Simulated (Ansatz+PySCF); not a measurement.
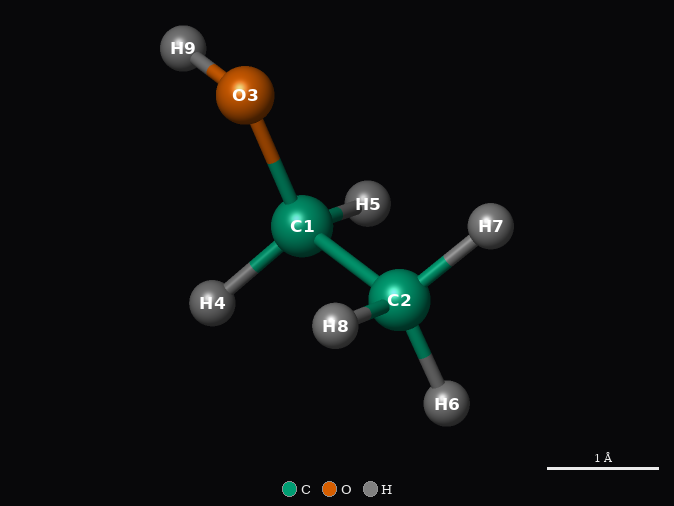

(Drawn from a calculation with Ansatz+PySCF.)

Geometry: a fixed input geometry, not necessarily a minimum.

How are the neighbours of atom 3 arranged?

Answer. O3 has 2 neighbours (C1 at 1.40, H9 at 0.96 Å); the arrangement is bent.

How are the neighbours of atom 1 arranged?

Answer. C1 has 4 neighbours (C2 at 1.51, O3 at 1.40, H4 at 1.11, H5 at 1.11 Å); the arrangement is tetrahedral.

What is the geometry at C2?

Answer. C2 has 4 neighbours (C1 at 1.51, H6 at 1.10, H7 at 1.10, H8 at 1.10 Å); the arrangement is tetrahedral.
